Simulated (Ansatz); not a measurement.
**Single-point calculation of TiSi$_{2}$ (part 1 of 2)**

- system: TiSi$_{2}$ (slab, 24 atoms in the cell)
- method: DFT r2SCAN, scalar-relativistic, plane waves, PAW, no spin polarisation (Ansatz 0.2.0)

The structure derives from an entry of the Crystallography Open Database. It belongs to a series of runs on one base structure; here: (0 1 1) slab cut from the bulk. Figures and captions count atoms from 1; the log counts them from 0 in places.

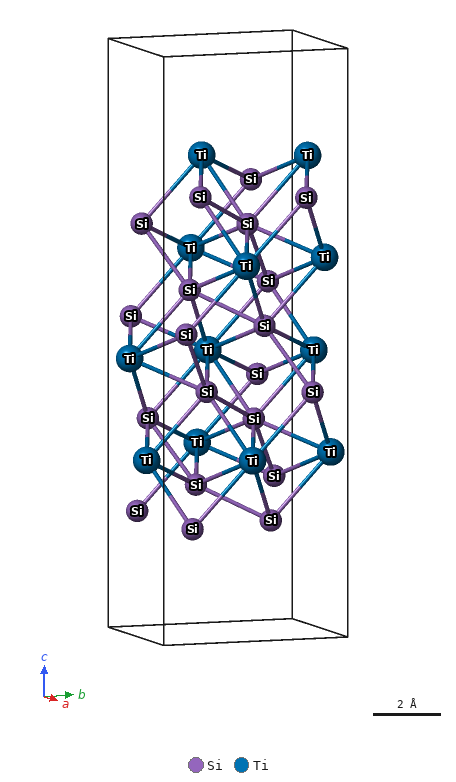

Figure 1. The structure as given in the input (ball-and-stick view of the cell of the calculation, with the vacuum cut short, seen slightly off an axis). An atom can appear more than once, as a periodic image.

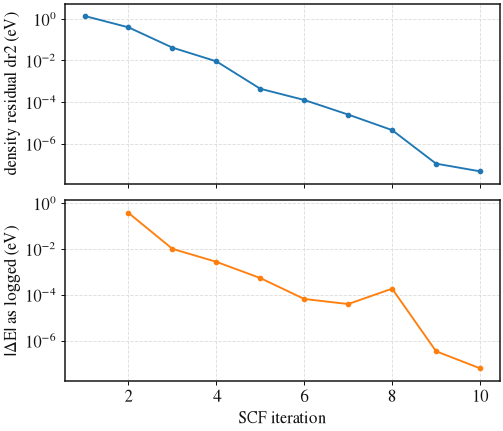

Figure 2. Convergence of the self-consistent field: density residual dr2 and size of the energy change against the SCF iteration. The residual falls at every step.

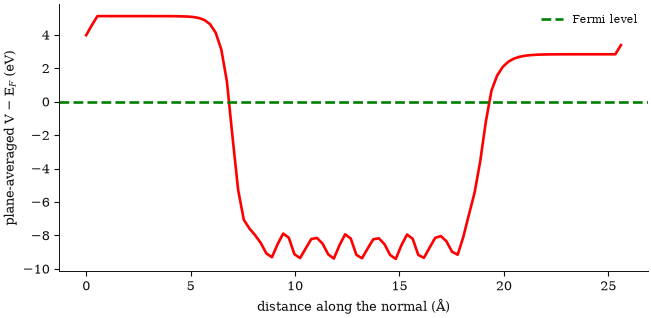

Figure 3. Plane average of the electrostatic potential energy of an electron across the cell, from the Fermi level. The vacuum level lies 2.84 eV above the Fermi level on the upper side and 5.12 eV on the lower.

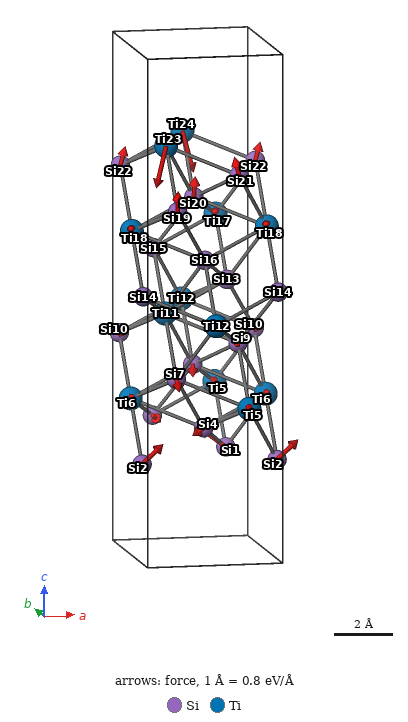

Figure 4. Forces on the atoms as red arrows (ball-and-stick view of the cell of the calculation, with the vacuum cut short, seen slightly off an axis; atoms are numbered from 1 in the order of the input); the smallest are left out. The largest act on Ti23, Ti24 (1.21 eV/Å); Si1, Si2 (0.88 eV/Å); Si19, Si20 (0.62 eV/Å); Si21, Si22 (0.55 eV/Å), among others. The geometry is not a stationary point of this energy.

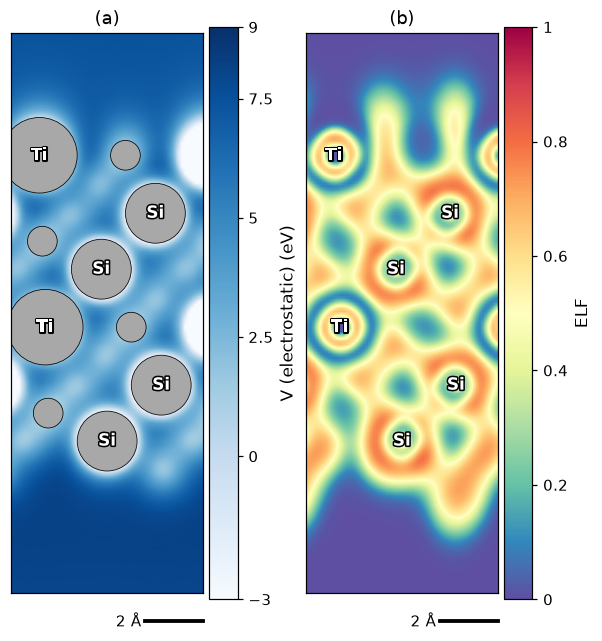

Figure 5. (a) electrostatic potential (local pseudopotential plus Hartree) felt by an electron; (b) electron localisation function on the (100) plane of the calculation cell, a cut from vacuum to vacuum. Grey discs, where drawn, cover atomic cores. The section cuts through Si and Ti sites. The strong features right at Ti lie inside the PAW spheres (semicore, d or f shells) and say nothing about bonding. In a PAW calculation such maps are meaningful between the atoms, not at the nuclei.

These pictures come from the run below.

**Input**
```yaml
crystal:
  lattice:
    - [4.780685714, 0.0, 0.0]
    - [0.0, 5.9222342671, 0.0]
    - [0.0, 0.0, 25.8748322119]
  atoms:
    - { symbol: Si, position: [0.75, 0.657149949, 0.2898569521] }
    - { symbol: Si, position: [0.0, 0.157149949, 0.2898569521] }
    - { symbol: Si, position: [0.25, 0.8258831124, 0.3298101407] }
    - { symbol: Si, position: [0.5, 0.3258831124, 0.3298101407] }
    - { symbol: Ti, position: [0.75, 0.9830330615, 0.367020618] }
    - { symbol: Ti, position: [0.0, 0.4830330615, 0.367020618] }
    - { symbol: Si, position: [0.25, 0.1401830105, 0.4042310954] }
    - { symbol: Si, position: [0.5, 0.6401830105, 0.4042310954] }
    - { symbol: Si, position: [0.75, 0.3089161739, 0.444184284] }
    - { symbol: Si, position: [0.0, 0.8089161739, 0.444184284] }
    - { symbol: Ti, position: [0.25, 0.4660661229, 0.4813947613] }
    - { symbol: Ti, position: [0.5, 0.9660661229, 0.4813947613] }
    - { symbol: Si, position: [0.75, 0.623216072, 0.5186052387] }
    - { symbol: Si, position: [0.0, 0.123216072, 0.5186052387] }
    - { symbol: Si, position: [0.25, 0.7919492354, 0.5585584273] }
    - { symbol: Si, position: [0.5, 0.2919492354, 0.5585584273] }
    - { symbol: Ti, position: [0.75, 0.9490991844, 0.5957689046] }
    - { symbol: Ti, position: [0.0, 0.4490991844, 0.5957689046] }
    - { symbol: Si, position: [0.25, 0.1062491334, 0.632979382] }
    - { symbol: Si, position: [0.5, 0.6062491334, 0.632979382] }
    - { symbol: Si, position: [0.75, 0.2749822968, 0.6729325706] }
    - { symbol: Si, position: [0.0, 0.7749822968, 0.6729325706] }
    - { symbol: Ti, position: [0.25, 0.4321322459, 0.7101430479] }
    - { symbol: Ti, position: [0.5, 0.9321322459, 0.7101430479] }
basis:
  ecutwfc: 500
kpoints:
  mp_grid: { grid: [7, 6, 1] }
hamiltonian:
  xc: r2scan
scf:
  occupations: { method: gaussian, width: 0.1 }
output:
  forces: true
  stress: true
  eigenvalues: true
  write_density: true
  write_potential: true
  elf: true
  volumetric_format: npy
efield:
  axis: 3
  dipole_correction: true
  ramp_width: 0.04
```

Run as:
```bash
ansatz run input.yaml --threads 2 --pin off --max-ram 5120MiB --backend cpu --events-out ev --progress --plain --runs-dir out
```

**What the program printed**
```
Engine: ansatz 0.2.0, aarch64-unknown-linux-gnu
Pseudopotentials: kind: paw
Pseudopotential: Si, paw, valence charge 4, recommended cutoff 500 eV (meta_gga), Si.paw.azcp
Pseudopotential: Ti, paw, valence charge 12, recommended cutoff 500 eV (meta_gga), Ti.paw.azcp
Functional definition: r2SCAN
  parameter k0 = 0.174
  parameter k1 = 0.065
  parameter a1 = 4.9479
  exchange = r2scan_x(k0 = k0, k1 = k1, a1 = a1)
  correlation = r2scan_c
Crystal: 24 atoms, lattice volume = 732.577 Å³
Basis set: ecut = 500 eV, 18607 PW (Γ), exchange–correlation on 144×180×768 points (64 copies of the dense FFT grid, shifted against one another)
Bands: 104, of which v1, the nominal top of the filled ones, is band 80 counted from 1 (79 counted from 0)
Symmetry: 2 space group operations
Space group: Pc (ITA 7), of the structure as read, at distance tolerance 9.0e-5 Å
k-points: 16 of 42 (time reversal used)
Non-local potential: Si, projectors of the file, l = 0: 2, l = 1: 2, l = 2: 2
Non-local potential: Ti, projectors of the file, l = 0: 3, l = 1: 2, l = 2: 3, l = 3: 1
PAW form: soft (Blöchl's): semilocal exchange-correlation on the pseudo side does not see the compensation charge
PAW frozen core: Si, regenerated for the run's functional (the file was generated under x = pbe(κ = 0.804, μ = 0.2195149727645171), c = pbe(β = 0.06672455060314922))
PAW frozen core: Ti, regenerated for the run's functional (the file was generated under x = pbe(κ = 0.804, μ = 0.2195149727645171), c = pbe(β = 0.06672455060314922))
PAW one-centre angular grid: Si, 302 points (default); XC on 160 Gauss nodes
PAW one-centre angular grid: Ti, 590 points (default); XC on 160 Gauss nodes
Initial density: superposition of atomic densities (neutral atoms: chi_scale 0, normalization atom), corrected by the library's trained network
Initial wavefunctions: pseudopotential atomic-orbital guess
Functional: x = r2scan, c = r2scan; τ floored in thin density (d = 2e-4 eV/Å³)
```
